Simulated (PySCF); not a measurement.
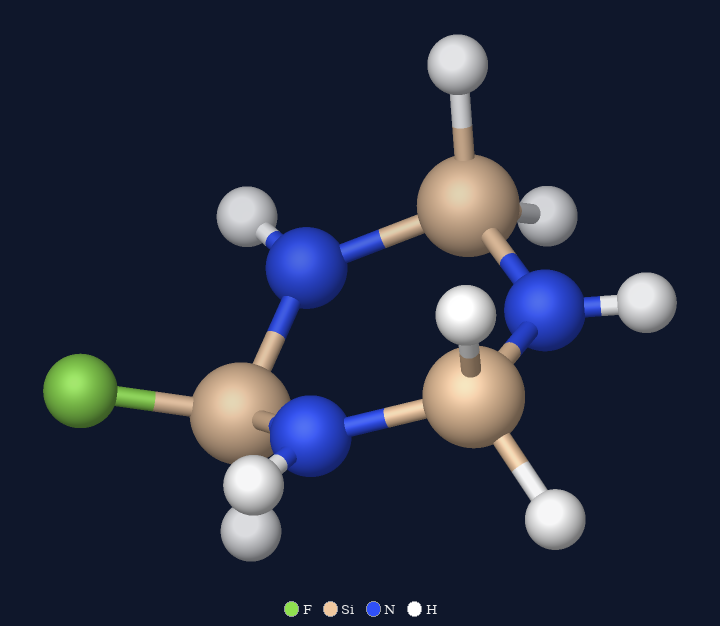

The geometry was computed by an optimisation with GFN2-xTB. No frequency run is at hand to confirm it as a minimum. Method: CAM-B3LYP/def2-SVPD, gas phase (PySCF 2.14.0). Excitations: vertical, linear response.

Question: What is the mean static polarisability?

Answer: 89.3 bohr³.

Question: Give the HOMO energy (Kohn–Sham orbital) at this level.

Answer: −8.88 eV.

Question: Give the brightest of the 8 lowest singlets at this level.

Answer: 7.31 eV.

Question: Estimate the lowest vertical singlet excitation.

Answer: 6.47 eV.

The geometry is semi-empirical. Around Si such bond lengths and angles can be off by a tenth of an ångström or more and by several degrees, and values that hang on the shape move with them.
